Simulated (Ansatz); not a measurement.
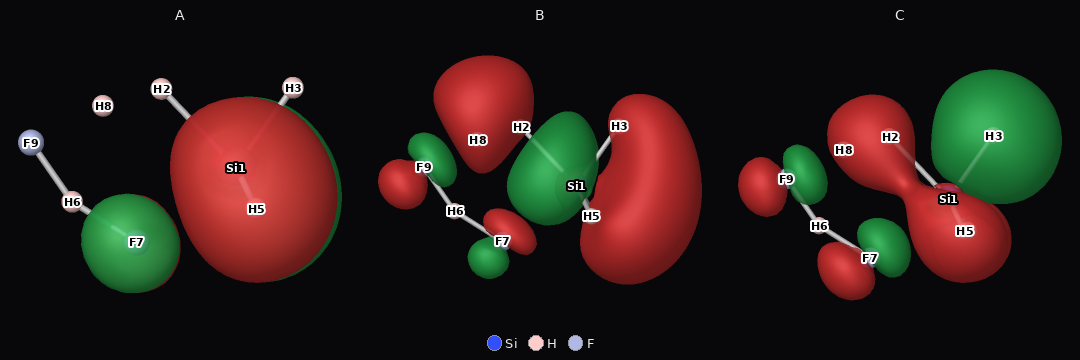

SiH$_{4}$···F$_{2}$H···H. Three frontier orbitals at ±0.08 Å⁻³ᐟ² (green and red are the two phases), in no order.

A transition-state structure; geometry: PBE0-D4/def2-TZVP.

These are results of Ansatz, RKS PBE0-D4/def2-TZVPP, not measurements.

The calculation's input:

```
crystal:
  periodic: [false, false, false]
  atoms:
    - {symbol: Si, position_ang: [-0.805891, -0.327831, -0.465891]}
    - {symbol: H, position_ang: [0.140637, -0.725822, 0.849364]}
    - {symbol: H, position_ang: [-1.517042, -1.550423, 0.044319]}
    - {symbol: H, position_ang: [-0.349326, -0.767344, -1.800437]}
    - {symbol: H, position_ang: [-1.826596, 0.724691, -0.284291]}
    - {symbol: H, position_ang: [1.259123, 1.057459, 0.190644]}
    - {symbol: F, position_ang: [0.448169, 1.101238, -0.651618]}
    - {symbol: H, position_ang: [0.874566, -0.179098, 1.032652]}
    - {symbol: F, position_ang: [1.776460, 0.667230, 1.085357]}
basis:
  gaussian: {orbitals: def2-TZVPP}
hamiltonian: {xc: pbe0, dispersion: d4}
output: {orbitals: {seedname: orbitals}}
```

Run with:

```sh
ansatz run in.yaml --threads 2 --pin off --events-out ev --progress --plain --max-ram 4352MiB
```

> Order the three orbitals by energy and name them.

A is the HOMO−1 (−10.06 eV). By Hirshfeld shares it lies mainly on Si1 (about 35 %), H4 (about 25 %), H5 (about 25 %) and F7 (about 15 %). C is the HOMO (−8.61 eV). By Hirshfeld shares it lies mainly on H3 (about 35 %), Si1 (about 30 %), H4 (about 5 %), H5 (about 5 %) and F7 (about 5 %). B is the LUMO (−0.83 eV). It lies mainly on Si1 (about 50 %), H8 (about 15 %), H2 (about 10 %), F9 (about 5 %) and H3 (about 5 %).

> What is the HOMO–LUMO gap?

7.78 eV between the orbital energies.
